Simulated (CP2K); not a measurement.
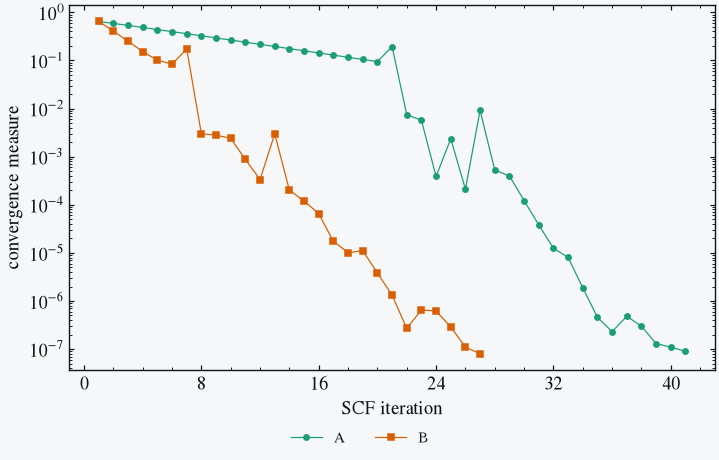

Two SCF runs that differ in one setting.
The run: ClH4InOSSi (SMILES [SiH3][O][In]([SH])[Cl]), by RHF PM3 (CP2K).

A: alpha set to 0.1 (from 0.4)
B: usual settings

Question: Which runs converged, and in how many iterations?

Answer: Run B converged in 27 iterations. Run A converged in 41 iterations. CP2K mixes the density linearly, with weight alpha, until the error falls below EPS_DIIS, and only then turns to DIIS. That happens at step 7 with the usual settings and at step 21 in the changed run. Both end at the same energy within 1 meV.
